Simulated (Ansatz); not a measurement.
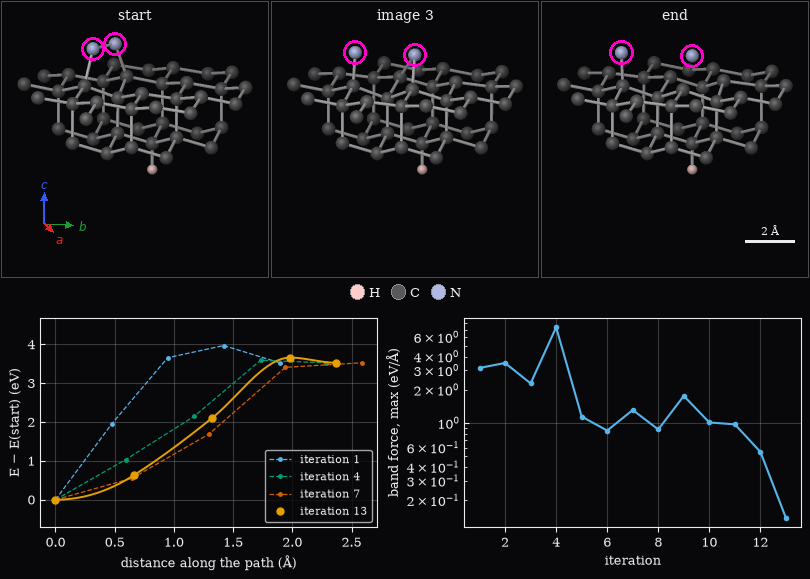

NEB run on N2 on C(111), underside capped with H (47 atoms in the cell). Images are numbered from 0 (start) to 4 (end). The plot follows the band through its iterations. A ball-and-stick model of the atoms within 5.0 Å of the middle of the path, seen slightly off an axis. The atoms that move most are ringed. Bonds to atoms that aren't drawn are left out.

Level of theory: DFT PBEsol, scalar-relativistic, plane waves, PAW in Ansatz 0.2.0. Settings: plane-wave cutoff 420 eV; k-point mesh 2 × 2 × 1; Fermi-Dirac smearing 0.05 eV; spin collinear; 27 atoms held fixed; 3 movable images; climbing image; force threshold 0.4 eV/Å; iteration limit 20.

**Did the band converge, and can the barrier be trusted?**

The run is converged, with reservations. The band converged in 13 iterations. The largest component of the band force went from 3.2 to 0.14 eV/Å. The climbing image converged on the top of the path. Its curvatures weren't checked. The force threshold is loose. The first iteration put the highest image at 3.97 eV. Forward barrier 3.66 eV, backward barrier 0.13 eV, with image 3 at the top; the reaction energy is +3.53 eV.

Limits of the set-up: the periodic images lie only 7.6 Å apart, so the values are limited by the cell's size.

Cost: 14 min on 4 threads of Arm Neoverse V2, with other jobs on the host, peak memory 5 GiB.

PAW datasets: the set soft_1.
